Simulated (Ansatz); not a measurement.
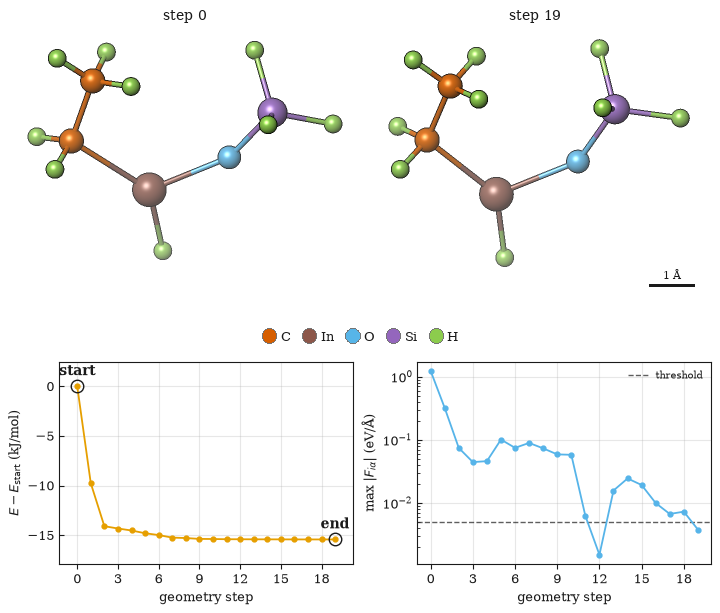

First and last geometry of a relaxation of C2H9InOSi, with the history of the run. The picture is a ball-and-stick view, seen at a tilt.

The start comes from GFN2-xTB.

Computed with Ansatz, RKS PBE0-D4/def2-TZVP. Set-up: force threshold 0.005 eV/Å; at most 150 steps.

> Read the history and describe the run.

It converged. After 19 geometry steps the energy has fallen by 15.4 kJ/mol. Largest force component: 1.2 eV/Å at the start, 0.0038 eV/Å at the end. The forces were under the threshold at step 12, but the run went on from there. The largest move after the best rigid fit is that of an H atom, 0.58 Å. By element the largest moves are H 0.58 Å, C 0.26 Å, Si 0.22 Å, In 0.12 Å, O 0.12 Å. Near-neighbour distances that change, for instance: C–In 2.260 → 2.149 Å, H–In 1.744 → 1.708 Å, H–Si 1.465 → 1.490 Å, In–O 1.979 → 2.004 Å. Among the angles between lasting bonds that change: In–O–Si 152.2° → 145.3°, C–C–In 109.0° → 113.9°, O–Si–H 106.5° → 110.5°. The run took about 40 s of wall time on a shared GPU.
